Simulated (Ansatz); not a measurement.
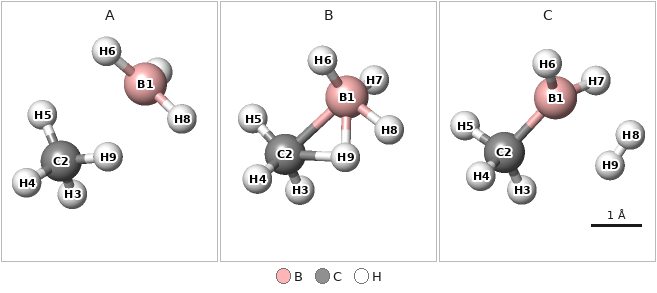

3 geometries from a converged minimum-energy path of CH₇B, made up at the start of CH₅B and H2, shuffled. Style: ball-and-stick. Shown at a tilt.

Theory: RKS r2SCAN-D4/def2-TZVP (Ansatz). Settings: 5 movable images; climbing image; force threshold 0.05 eV/Å; iteration limit 60; starting path through a guess of the saddle point.

One of them is the converged climbing image. Which?

Answer. B. In order along the path, whose images run from 0 to 6: C (image 1, +1.9 kJ/mol), B (image 3, +44.4 kJ/mol), A (image 5, −11.7 kJ/mol). Breaking: B1–C2 (1.55 → 1.78 at the top → 2.72 Å), H8–H9 (0.75 → 1.12 at the top → 2.10 Å). Forming: B1–H8 (2.48 → 1.27 at the top → 1.19 Å), C2–H9 (2.95 → 1.44 at the top → 1.10 Å).

Limits of the set-up: the start holds two separate molecules, 2.5 Å apart at their closest, whose relative position is a soft coordinate.

The run took 78 s on 4 threads of AMD EPYC 7R43 64-Core Processor (Zen 3), on a shared host, peak memory 0.18 GiB.
